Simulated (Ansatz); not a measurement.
# BH3 (singlet): one geometry, many settings at scale of all distances = 0.889

Aim: run BH3 (singlet) at one geometry under a spread of methods and options, and see what each costs and gives.

Method: the settings change from run to run; program: Ansatz 0.2.0, Gaussian basis.

14 further runs of the same task are left out: 4 for a known fault of the program, 8 that didn't finish, 2 set aside as unsound or not needed.

## 1. The system

The geometry derives from a PBE0/def2-TZVP stationary point (not a proven minimum). All distances are scaled together.

4 atoms, charge 0, spin multiplicity 1.

Atoms are counted from 1 here; the program's logs count them from 0.

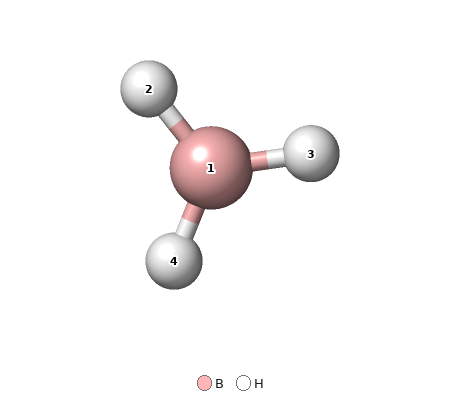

The structure; boron pink, hydrogen white; atoms are numbered from 1 in the order of the file.

## 2. CCSDT(Q) on RHF/6-31G*

The input, in.yaml:

```yaml
crystal:
  periodic: [false, false, false]
  atoms:
    - {symbol: B, position_ang: [0.000000, 0.000000, 0.000000]}
    - {symbol: H, position_ang: [1.060912, 0.012940, -0.000229]}
    - {symbol: H, position_ang: [-0.541663, 0.912303, -0.002522]}
    - {symbol: H, position_ang: [-0.519249, -0.925243, 0.002751]}
basis:
  gaussian: {orbitals: "6-31G*"}
magnetization: {spin_polarized: false}
correlation: {method: ccsdt_q, electrons: outside_noble_gas}
scf: {lower_state_search: light}
```

The run is started by

```bash
$ ansatz run in.yaml --threads 1 --pin off --events-out ev --progress --plain --max-ram 2393MiB
```

Log:

```text
Functional definition: HF
  name "HF"
  cite "Fock, Z. Phys. 61, 126 (1930) doi:10.1007/BF01340294"
  parent pbe
  exchange = exact_x
  correlation = 0
382 factors; integrals over basis functions are off by at most 1.6e-7 eV
mean field evaluation 1: about -716.9721 eV, gradient 9.8e0 eV
mean field evaluation 2: about -716.9725 eV, gradient 9.8e0 eV
mean field evaluation 4: about -717.3054 eV, gradient 1.4e-1 eV
mean field evaluation 8: about -717.3054 eV, gradient 4.1e-6 eV
mean field -717.30543073 eV, -26.3604883724 hartree, gradient 4.1e-6 eV, S^2 0.000000; 0 other end points of the search recorded, 0 dependent functions left out
1 core orbitals not correlated: weight in the atoms' cores, before any rotation towards them, 1.000 or more for the frozen orbitals, at most 0.000 for the correlated occupied ones
reference -717.30543073 eV, -26.3604883724 hartree; 3, 3 occupied and 17, 17 virtual orbitals, 382 factors
second order -1.99796247 eV of doubles, -0.00000000 eV of singles
cycle   1  -2.35883141 eV  change   -3.6e-1 eV  update   3.9e-2
cycle   2  -2.50981581 eV  change   -1.5e-1 eV  update   1.3e-2
cycle   3  -2.51623657 eV  change   -6.4e-3 eV  update   2.6e-3
cycle   4  -2.51649972 eV  change   -2.6e-4 eV  update   8.6e-4
cycle   5  -2.51624517 eV  change    2.5e-4 eV  update   2.9e-4
cycle   6  -2.51634783 eV  change   -1.0e-4 eV  update   7.0e-5
cycle   7  -2.51638761 eV  change   -4.0e-5 eV  update   1.6e-5
cycle   8  -2.51638221 eV  change    5.4e-6 eV  update   2.6e-6
cycle   9  -2.51638147 eV  change    7.4e-7 eV  update   5.4e-7
perturbative correction -0.00039660 eV, -0.0000145748 hartree
Total energy: -719.82220880 eV, -26.4529782604 hartree
```

Wall time 0.3 s (1 thread of Arm Neoverse V2, shared host).

From the report: correlation -2.5168 eV; T1 0.007; largest double amplitude 0.05.

## 3. CCSD(T) on UHF/6-31G

in.yaml: that of step 2 with these lines changed.

```diff
@@ -8,5 +8,6 @@
 basis:
-  gaussian: {orbitals: "6-31G*"}
-magnetization: {spin_polarized: false}
-correlation: {method: ccsdt_q, electrons: outside_noble_gas}
-scf: {lower_state_search: light}
+  gaussian: {orbitals: 6-31G}
+magnetization: {spin_polarized: true, initial_magnetization: 0}
+hamiltonian: {pseudopotentials: {relativity: scalar}}
+correlation: {method: ccsd_t, electrons: outside_noble_gas, diis_vectors: 4}
+output: {forces: true}
```

Same command.

Log, shortened:

```text
Functional definition: HF
  name "HF"
  cite "Fock, Z. Phys. 61, 126 (1930) doi:10.1007/BF01340294"
  parent pbe
[...]
222 factors; integrals over basis functions are off by at most 1.9e-4 eV
[...]
mean field -717.16299602 eV, -26.3552539931 hartree, gradient 4.6e-6 eV, S^2 0.000000; 1 other end points of the search recorded, 0 dependent functions left out
1 core orbitals not correlated: weight in the atoms' cores, before any rotation towards them, 1.000 or more for the frozen orbitals, at most 0.000 for the correlated occupied ones
reference -717.16299602 eV, -26.3552539931 hartree; 3, 3 occupied and 11, 11 virtual orbitals, 222 factors
second order -1.39255396 eV of doubles, -0.00000000 eV of singles
cycle   1  -1.68892393 eV  change   -3.0e-1 eV  update   3.3e-2
[...]
cycle   8  -1.79015146 eV  change    6.4e-7 eV  update   9.9e-7
perturbative correction -0.01792475 eV, -0.0006587225 hartree
[...]
Total energy: -718.97107223 eV, -26.4216995683 hartree
Relativity: scalar
Atom 0 at     0.000000     0.000000     0.000000 Å, force    -0.000001    -0.000000     0.000000 eV/Å
Atom 1 at     1.060912     0.012940    -0.000229 Å, force     4.916829     0.059971    -0.001061 eV/Å
Atom 2 at    -0.541663     0.912303    -0.002522 Å, force    -2.510353     4.228095    -0.011688 eV/Å
Atom 3 at    -0.519249    -0.925243     0.002751 Å, force    -2.406475    -4.288066     0.012750 eV/Å
Dipole moment:     0.000000     0.000000    -0.000000 e Å
```

It took 0.21 s on 1 thread of Arm Neoverse V2, shared host.

From the report: ⟨S²⟩ of the determinant 0.000 (pure singlet: 0.00); correlation -1.8081 eV; T1 0.003; largest double amplitude 0.05.

## 4. BCCD on RHF/6-31G*

The input, in.yaml:

```yaml
crystal:
  periodic: [false, false, false]
  atoms:
    - {symbol: B, position_ang: [0.000000, 0.000000, 0.000000]}
    - {symbol: H, position_ang: [1.060912, 0.012940, -0.000229]}
    - {symbol: H, position_ang: [-0.541663, 0.912303, -0.002522]}
    - {symbol: H, position_ang: [-0.519249, -0.925243, 0.002751]}
basis:
  gaussian: {orbitals: "6-31G*"}
magnetization: {spin_polarized: false}
correlation: {method: bccd, electrons: outside_noble_gas}
accuracy: high
```

Same command.

Log, shortened:

```text
Functional definition: HF
  name "HF"
  cite "Fock, Z. Phys. 61, 126 (1930) doi:10.1007/BF01340294"
  parent pbe
[...]
417 factors; integrals over basis functions are off by at most 2.1e-9 eV
[...]
mean field -717.30543074 eV, -26.3604883727 hartree, gradient 7.6e-9 eV, S^2 0.000000; 0 other end points of the search recorded, 0 dependent functions left out
1 core orbitals not correlated: weight in the atoms' cores, before any rotation towards them, 1.000 or more for the frozen orbitals, at most 0.000 for the correlated occupied ones
reference -717.30543074 eV, -26.3604883727 hartree; 3, 3 occupied and 17, 17 virtual orbitals, 417 factors
second order -1.99796248 eV of doubles, -0.00000000 eV of singles
cycle   1  -2.36178852 eV  change   -3.6e-1 eV  update   3.7e-2
[...]
cycle  16  -2.47497677 eV  change  -3.7e-10 eV  update  3.8e-10
Total energy: -719.78040751 eV, -26.4514420913 hartree
```

Run time: 0.21 s. Hardware: 1 thread of Arm Neoverse V2, shared host.

From the report: correlation -2.4750 eV; largest double amplitude 0.05.

## 5. MP2 on UHF/cc-pVDZ

in.yaml: that of step 4 with these lines changed.

```diff
@@ -8,5 +8,5 @@
 basis:
-  gaussian: {orbitals: "6-31G*"}
-magnetization: {spin_polarized: false}
-correlation: {method: bccd, electrons: outside_noble_gas}
-accuracy: high
+  gaussian: {orbitals: cc-pVDZ}
+magnetization: {spin_polarized: true, initial_magnetization: 0}
+correlation: {method: mp2, electrons: all}
+output: {forces: true}
```

Launched as before.

Log, shortened:

```text
Functional definition: HF
  name "HF"
  cite "Fock, Z. Phys. 61, 126 (1930) doi:10.1007/BF01340294"
  parent pbe
[...]
259 factors; integrals over basis functions are off by at most 1.0e-3 eV
[...]
mean field -717.20900778 eV, -26.3569448940 hartree, gradient 1.5e-6 eV, S^2 0.000000; 0 other end points of the search recorded, 0 dependent functions left out
reference -717.20900778 eV, -26.3569448940 hartree; 4, 4 occupied and 25, 25 virtual orbitals, 259 factors
second order -2.51111877 eV of doubles, -0.00000000 eV of singles
[...]
Total energy: -719.72012655 eV, -26.4492268069 hartree
Atom 0 at     0.000000     0.000000     0.000000 Å, force    -0.000001    -0.000000     0.000000 eV/Å
Atom 1 at     1.060912     0.012940    -0.000229 Å, force     5.082988     0.061998    -0.001097 eV/Å
Atom 2 at    -0.541663     0.912303    -0.002522 Å, force    -2.595188     4.370979    -0.012083 eV/Å
Atom 3 at    -0.519249    -0.925243     0.002751 Å, force    -2.487799    -4.432977     0.013180 eV/Å
Dipole moment:     0.000000     0.000000    -0.000000 e Å
```

Wall time 0.12 s (1 thread of Arm Neoverse V2, shared host).

From the report: ⟨S²⟩ of the determinant 0.000 (pure singlet: 0.00).

## 6. BCCD(T) on UHF/cc-pVDZ

in.yaml: that of step 5 with these lines changed.

```diff
@@ -10,3 +10,2 @@
 magnetization: {spin_polarized: true, initial_magnetization: 0}
-correlation: {method: mp2, electrons: all}
-output: {forces: true}
+correlation: {method: bccd_t, electrons: valence}
```

Same command.

Log, shortened:

```text
Functional definition: HF
  name "HF"
  cite "Fock, Z. Phys. 61, 126 (1930) doi:10.1007/BF01340294"
  parent pbe
[...]
259 factors; integrals over basis functions are off by at most 1.0e-3 eV
[...]
mean field -717.20900778 eV, -26.3569448940 hartree, gradient 1.5e-6 eV, S^2 0.000000; 1 other end points of the search recorded, 0 dependent functions left out
1 core orbitals not correlated: weight in the atoms' cores, before any rotation towards them, 1.000 or more for the frozen orbitals, at most 0.000 for the correlated occupied ones
reference -717.20900778 eV, -26.3569448940 hartree; 3, 3 occupied and 25, 25 virtual orbitals, 259 factors
second order -2.45471211 eV of doubles, -0.00000000 eV of singles
cycle   1  -2.93252736 eV  change   -4.8e-1 eV  update   4.0e-2
[...]
cycle   8  -3.07723036 eV  change    2.7e-6 eV  update   1.1e-6
perturbative correction -0.03551130 eV, -0.0013050163 hartree
Total energy: -720.32174944 eV, -26.4713360403 hartree
```

Run time: 0.36 s. Hardware: 1 thread of Arm Neoverse V2, shared host.

From the report: ⟨S²⟩ of the determinant 0.000 (pure singlet: 0.00); correlation -3.1127 eV; largest double amplitude 0.04.

## 7. All runs side by side

Where basis and cores are those of an earlier FCI/cc-pVDZ run (-720.3304 eV), and the state is the same kind, the miss against it is given.

| level | correlated | functions | energy (eV) | from FCI (meV) | time |
| --- | --- | --- | --- | --- | --- |
| CCSDT(Q) on RHF/6-31G* | outside noble gas | 21 | -719.8222 |  | 0.3 s |
| CCSD(T) on UHF/6-31G (relativity set) | outside noble gas | 15 | -718.9711 |  | 0.21 s |
| BCCD on RHF/6-31G* | outside noble gas | 21 | -719.7804 |  | 0.21 s |
| MP2 on UHF/cc-pVDZ | all | 29 | -719.7201 |  | 0.12 s |
| BCCD(T) on UHF/cc-pVDZ | valence | 29 | -720.3217 | 8.7 | 0.36 s |

## 8. What came out

```
quantity                           value
    runs                               5
quickest      MP2 on UHF/cc-pVDZ, 0.12 s
 slowest  BCCD(T) on UHF/cc-pVDZ, 0.36 s
```

Total energies in different bases, with other cores or another treatment of relativity can't be set against each other. BCCD(T) on UHF/cc-pVDZ took 3 times as long as MP2 on UHF/cc-pVDZ; the jobs differ in more than the method.
